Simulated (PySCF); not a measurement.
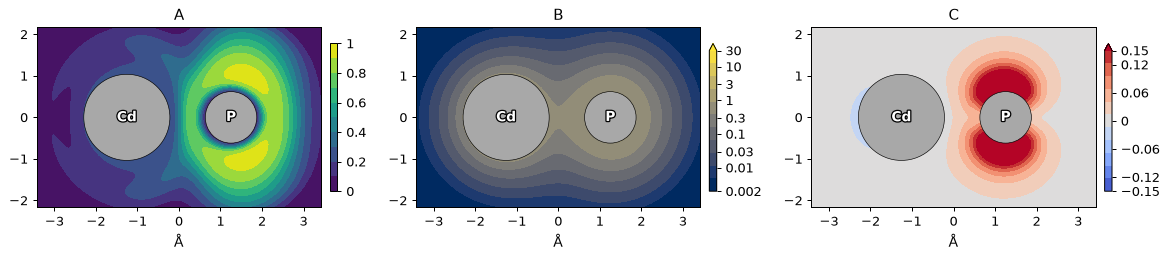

CdP (charge +1, triplet): 3 fields on a plane that holds the molecular axis, with unlabelled colour scales. Grey discs cover the atomic cores.

Core potentials replace the inner electrons of Cd.

These are results of PBE0/def2-SVP, non-relativistic Hamiltonian with scalar-relativistic core potentials where named, at a bond length of 2.509 Å in PySCF 2.14.0, not measurements.

```csv
atom,x (Å),y (Å),z (Å)
Cd,0.0000,0.0000,-0.5364
P,0.0000,0.0000,1.9726
```

Match the panels to the quantities (electron density, electron localisation function and spin density).

Answer. Panel A: electron localisation function. Panel B: electron density. Panel C: spin density (confined to the atoms that carry the unpaired spin). From the grid: Cd–P (2.51 Å): ρ at the midpoint is about 0.42 e/Å³; the ELF peaks at about 0.75 in the valence shell of P, 1.0 Å from its nucleus, and is about 0.40 at the midpoint.
